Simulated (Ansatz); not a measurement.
CH2ClIn···C2H6

```xyz
13

In   -2.0700   -0.7625    0.2926
C     1.2592    0.2240    0.4792
C     1.2536   -0.4681   -0.8786
C    -1.9634    1.2859    0.3055
H     0.3337    0.7726    0.6575
Cl   -1.5686   -2.8060    1.3464
H     1.3788   -0.5061    1.3000
H     2.0947    0.9403    0.5539
H     2.1938   -1.0161   -1.0628
H     1.1175    0.2480   -1.7103
H     0.4435   -1.2219   -0.9639
H    -1.4843    1.5976   -0.6459
H    -2.9885    1.7123    0.3263
```

Core potentials replace the inner electrons of In; not at a stationary point (largest force 0.6 eV/Å).

These are results of Ansatz 0.2.0, UKS PBE0-D4/def2-SVP, not measurements.

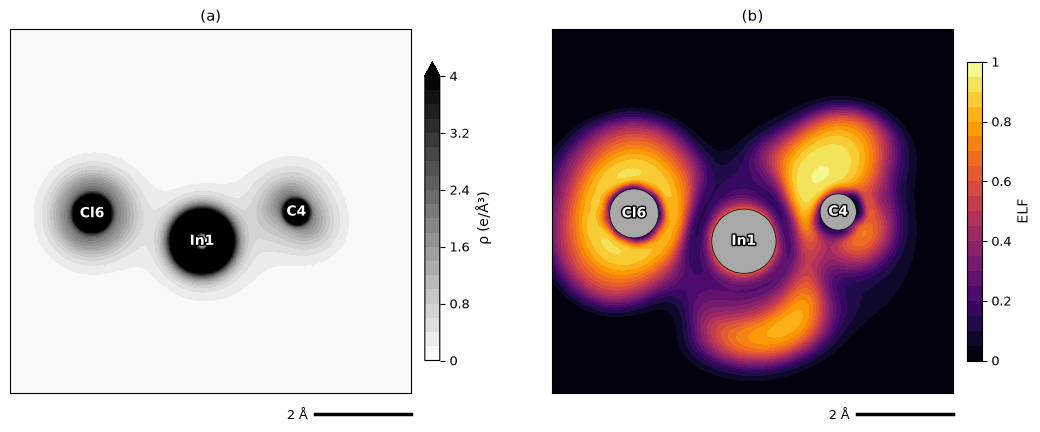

Figure 1. (a) electron density; (b) electron localisation function on the plane of atoms C4, In1 and Cl6. Grey discs cover the atomic cores in the ELF map.

### Read the bonding off the picture.

The section cuts through In, C and Cl sites.
C–In (2.05 Å): ρ is about 0.74 e/Å³ halfway; the ELF peaks at about 0.75 in the valence shell of C, 0.7 Å from its nucleus, and drops to about 0.20 between the two atoms.
In–Cl (2.35 Å): the density is about 0.5 e/Å³ at the midpoint; the ELF peaks at about 0.80 in the valence shell of Cl, 0.8 Å from its nucleus, and drops to about 0.15 between the two atoms.
The ELF also peaks beside Cl6, away from the bonds: lone-pair regions.

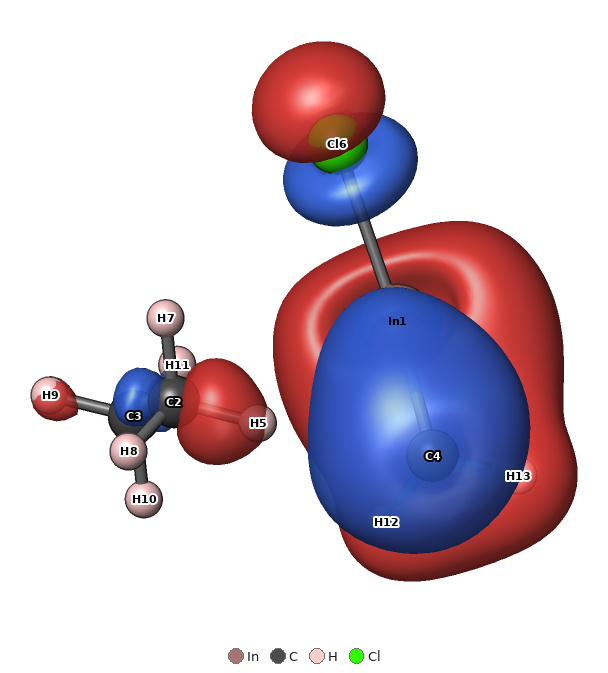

Figure 2. One frontier orbital at ±0.06 Å⁻³ᐟ² (red and blue are the two phases), seen at a tilt.

### Which orbital is it: HOMO or LUMO?

The HOMO, at −6.01 eV. Its weight (Hirshfeld) is mainly on C4 (about 50 %) and In1 (about 35 %).

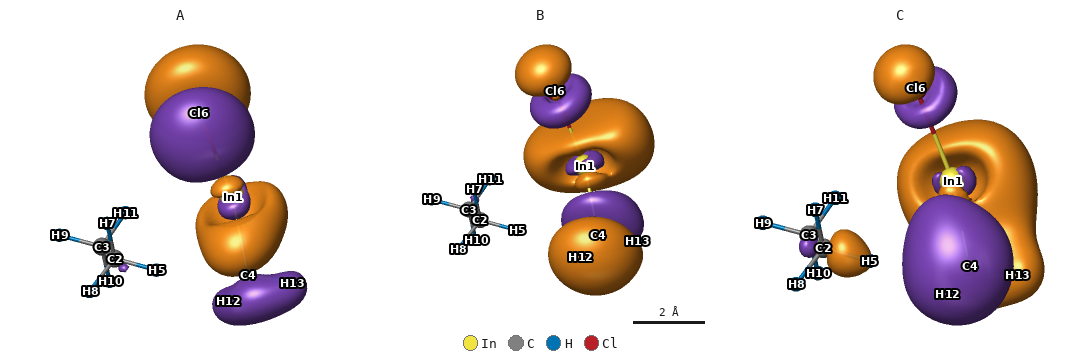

Figure 3. Three frontier orbitals at ±0.08 Å⁻³ᐟ² (orange and purple are the two phases), in no order.

### Which picture is the HOMO−1, the HOMO and the LUMO?

A is the HOMO−1 (−8.87 eV). By Hirshfeld shares it lies mainly on Cl6 (about 70 %), In1 (about 15 %) and C4 (about 10 %); largely a lone pair of Cl6. C is the HOMO (−6.01 eV). It lies mainly on C4 (about 50 %) and In1 (about 35 %). B is the LUMO (−2.38 eV). By Hirshfeld shares it lies mainly on In1 (about 40 %), C4 (about 40 %) and Cl6 (about 10 %).

### What is the HOMO–LUMO gap?

3.63 eV between the orbital energies.
